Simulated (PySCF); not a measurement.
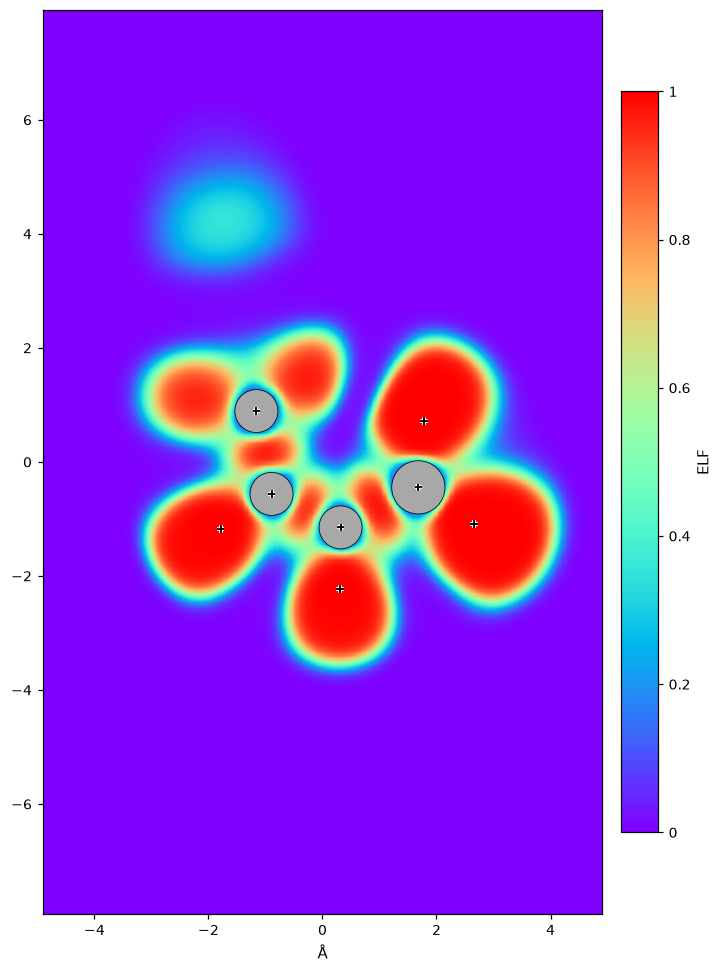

The ELF on a plane through atoms (crosses mark nuclei in the plane; grey discs cover the cores).

Theory: CAM-B3LYP/def2-SVPD, SCF density, gas phase (PySCF).

Candidates:
A. C₅H₉BGe (SMILES B/C=C\[CH2][GeH2][C]#C)
B. C₄H₈GeO (SMILES [GeH3][O]C1=CCC1)

> Which system is this?

Candidate A: C₅H₉BGe on the plane of atoms C2, C3 and C4, which holds B, C and H. C–B (1.53 Å): the ELF peaks at about 1 between the atoms, as expected for localised, covalent bonding.
